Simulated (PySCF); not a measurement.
SMILES CC(C)C[SiH2]C=O (C5H12OSi) at its GFN2-xTB optimised geometry (Å):

```
19

C     -0.3299    -1.9008    -1.2131
C      0.1959    -1.1349     0.0000
C      1.7208    -1.1349     0.0000
C     -0.3567     0.2935     0.0000
Si     0.0967     1.3378     1.5157
C     -1.1486     2.7972     1.6152
O     -2.1061     2.9258     0.8957
H      0.0011    -1.4244    -2.1339
H     -1.4174    -1.9253    -1.2118
H      0.0346    -2.9258    -1.2080
H     -0.1500    -1.6442     0.9065
H      2.0990    -0.5968    -0.8666
H      2.1061    -0.6564     0.8971
H      2.1022    -2.1531    -0.0369
H     -0.0169     0.7982    -0.9087
H     -1.4469     0.2476    -0.0723
H      1.4283     1.9523     1.4541
H     -0.0411     0.6025     2.7786
H     -0.9609     3.5621     2.4010
```

Level of theory: B3LYP/def2-SVP (PySCF). Cells within 0.4 Å of a nucleus heavier than hydrogen are left out (blank, or x).

Map of the log10 of the electron density (e/bohr³), floored at −4 on the plane z = 1.0 Å:

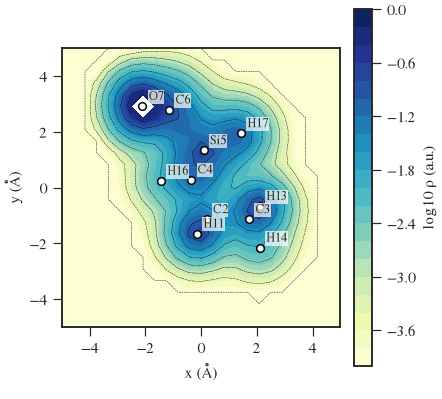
*Log10 of the electron density (e/bohr³), floored at −4 on the plane z = 1.0 Å.*
